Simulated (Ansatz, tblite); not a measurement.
# The cluster In5Sb4Cl3: which spin state is lowest

Aim: set other spin states of the cluster In5Sb4Cl3 against its singlet, on many levels of theory.

The runs use Ansatz 0.2.0, Gaussian basis; as each input shows.

The runs, in order: triplet, at the geometry of the singlet (GFN1-xTB, GFN2-xTB, PBE0-D4/def2-TZVP, PBE-D4/def2-TZVP); the singlet's energies come from earlier runs.

4 further runs of the same task are left out: 1 that didn't finish, 3 set aside as unsound or not needed.

### Step 1. The relaxed structure

The singlet was relaxed beforehand with r2SCAN-D4/def2-SVP.

12 atoms, charge 0, spin multiplicity 1.

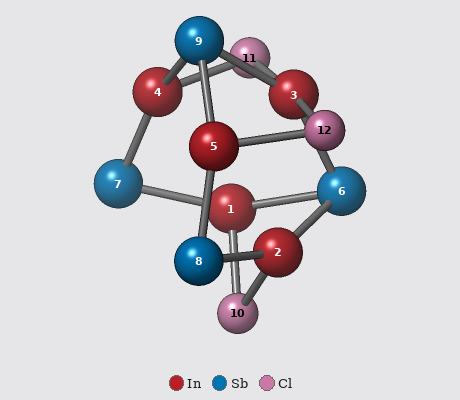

The geometry (indium red, antimony blue, chlorine pink); atoms are numbered from 1 in the order of the file.

In, Sb take a core potential in the def2 sets. No spin-orbit coupling is included.

### Step 2. Triplet at the fixed geometry, GFN1-xTB

Tight binding, by tblite at 300 K electronic temperature and without a spin-polarisation term:

```python
tblite.interface.Calculator('GFN1-xTB', numbers, positions, charge=0, uhf=2).singlepoint()
```

Energy -838.1484 eV; 0.059 s.

### Step 3. Triplet at the fixed geometry, GFN2-xTB

Tight binding, by tblite at 300 K electronic temperature and without a spin-polarisation term:

```python
tblite.interface.Calculator('GFN2-xTB', numbers, positions, charge=0, uhf=2).singlepoint()
```

Energy -790.5230 eV; 0.15 s.

### Step 4. Triplet at the fixed geometry, PBE0-D4/def2-TZVP

Input file in.yaml:

```yaml
crystal:
  periodic: [false, false, false]
  atoms:
    - {symbol: In, position_ang: [0.354281, -2.382698, -0.289230]}
    - {symbol: In, position_ang: [0.822629, 0.320968, -2.265365]}
    - {symbol: In, position_ang: [-2.030557, 0.537998, 0.244182]}
    - {symbol: In, position_ang: [0.039246, -0.663474, 2.659656]}
    - {symbol: In, position_ang: [0.635053, 2.655299, 0.236548]}
    - {symbol: Sb, position_ang: [-1.590099, -1.141186, -1.945581]}
    - {symbol: Sb, position_ang: [1.851700, -2.581691, 1.983255]}
    - {symbol: Sb, position_ang: [2.696708, 2.138046, -1.467103]}
    - {symbol: Sb, position_ang: [-1.003720, 1.973848, 2.457043]}
    - {symbol: Cl, position_ang: [2.048002, -2.046985, -2.305595]}
    - {symbol: Cl, position_ang: [-2.310324, -1.611669, 1.960556]}
    - {symbol: Cl, position_ang: [-1.512920, 2.801535, -1.268365]}
basis:
  gaussian: {orbitals: def2-TZVP, fitting: {mean_field: def2-universal-jkfit}}
magnetization: {spin_polarized: true, initial_magnetization: 2}
hamiltonian: {xc: pbe0, dispersion: d4}
scf: {omitted_lower_state_checks: [starts]}
output: {orbitals: {seedname: orbitals}}
```

Command:

```sh
$ ansatz run in.yaml --threads 2 --pin off --events-out ev --progress --plain --max-ram 32768MiB --backend cuda --devices 0, --max-vram 18GiB
```

The program printed:

```text
Functional definition: PBE0
  name "PBE0"
  cite "Adamo & Barone, J. Chem. Phys. 110, 6158 (1999) doi:10.1063/1.478522"
  cite "Perdew, Burke & Ernzerhof, Phys. Rev. Lett. 77, 3865 (1996) doi:10.1103/PhysRevLett.77.3865"
  parent pbe
  parameter a = 0.25
  parameter kappa = 0.804
  parameter beta = 0.06672455060314922
  exchange = (1 - a)*pbe_x(kappa = kappa, mu = beta*pi^2/3) + a*exact_x
  correlation = pbe_c(beta = beta)
these checks for a lower state are left out or cut short: starts
2346 factors; integrals over basis functions are off by at most 6.9e-1 eV
mean field evaluation 1: about -89587.3462 eV, gradient 2.8e1 eV
mean field evaluation 2: about -89584.4968 eV, gradient 4.0e1 eV
mean field evaluation 4: about -89590.9363 eV, gradient 3.8e0 eV
mean field evaluation 8: about -89591.0471 eV, gradient 3.2e-1 eV
mean field evaluation 16: about -89591.0510 eV, gradient 6.4e-3 eV
mean field evaluation 32: about -89591.0510 eV, gradient 3.5e-5 eV
mean field -89591.05095577 eV, -3292.4103956292 hartree, gradient 6.7e-6 eV, S^2 2.034239; 0 other end points of the search recorded, 0 dependent functions left out
reference -89591.05100723 eV, -3292.4103975201 hartree; 125, 123 occupied and 436, 438 virtual orbitals, 2346 factors
Total energy: -89592.27321527 eV, -3292.4553128372 hartree
Checks for a lower state left out: starts
```

Wall time 27 s (1 × H100 (card shared with other runs) with 2 threads of AMD EPYC 7R13, shared host); peak host memory 1.2 GiB.

HOMO -4.84 eV, LUMO -4.23 eV (over both spins); ⟨S²⟩ 2.034 (pure: 2.00).

### Step 5. Triplet at the fixed geometry, PBE-D4/def2-TZVP

start.molden holds the orbitals of an earlier run on this state, given as this run's starting guess.

in.yaml, as its differences from that of step 4:

```diff
@@ -16,5 +16,5 @@
 basis:
-  gaussian: {orbitals: def2-TZVP, fitting: {mean_field: def2-universal-jkfit}}
+  gaussian: {orbitals: def2-TZVP, fitting: {mean_field: def2-universal-jkfit}, initial_orbitals: start.molden}
 magnetization: {spin_polarized: true, initial_magnetization: 2}
-hamiltonian: {xc: pbe0, dispersion: d4}
+hamiltonian: {xc: pbe, dispersion: d4}
 scf: {omitted_lower_state_checks: [starts]}
```

Launched as before.

The program printed:

```text
Functional definition: PBE
  name "PBE"
  cite "Perdew, Burke & Ernzerhof, Phys. Rev. Lett. 77, 3865 (1996) doi:10.1103/PhysRevLett.77.3865"
  parent pbe
  parameter kappa = 0.804
  parameter beta = 0.06672455060314922
  exchange = pbe_x(kappa = kappa, mu = beta*pi^2/3)
  correlation = pbe_c(beta = beta)
these checks for a lower state are left out or cut short: starts
2346 factors; integrals over basis functions are off by at most 6.9e-1 eV
mean field evaluation 1: about -89587.2699 eV, gradient 1.3e1 eV
mean field evaluation 2: about -89587.6763 eV, gradient 5.4e-1 eV
mean field evaluation 4: about -89587.6883 eV, gradient 3.9e-2 eV
mean field evaluation 8: about -89587.6883 eV, gradient 2.0e-4 eV
mean field -89587.68830181 eV, -3292.2868203754 hartree, gradient 1.7e-5 eV, S^2 2.011566; 0 other end points of the search recorded, 0 dependent functions left out
reference -89587.68836983 eV, -3292.2868228751 hartree; 125, 123 occupied and 436, 438 virtual orbitals, 2346 factors
Total energy: -89589.03300551 eV, -3292.3362373248 hartree
Checks for a lower state left out: starts
```

Wall time 14 s (1 × H100 (card shared with other runs) with 2 threads of AMD EPYC 7R13, shared host); peak host memory 1.2 GiB.

Report: HOMO -4.37 eV, LUMO -4.68 eV (over both spins; with the spin held, an empty level of the minority spin lies below the top filled one); ⟨S²⟩ 2.012 (pure: 2.00).

### Step 6. Triplet less singlet, vertical

The singlet's energies are those of its earlier runs, whose logs aren't repeated here.

```
            level  triplet less singlet, vertical (eV)    time
         GFN1-xTB                               +1.185  0.11 s
         GFN2-xTB                               +1.133  0.25 s
 PBE-D4/def2-TZVP                               +0.381    23 s
PBE0-D4/def2-TZVP                               +0.465    38 s
```

Times add the two runs; a level without a time comes out of a correlated run. Tight binding without a spin term can't rank spin states.

### Step 7. Summary of results

| quantity | value |
| --- | --- |
| triplet less singlet, vertical, functionals in def2-TZVP | +0.381 (PBE-D4) to +0.465 eV (PBE0-D4) |

All functionals put the triplet above the singlet, over a spread of 0.084 eV. The checks for a lower triplet were left out, so another state of that spin may lie lower. These are electronic energies, without zero-point motion, entropy or surroundings.
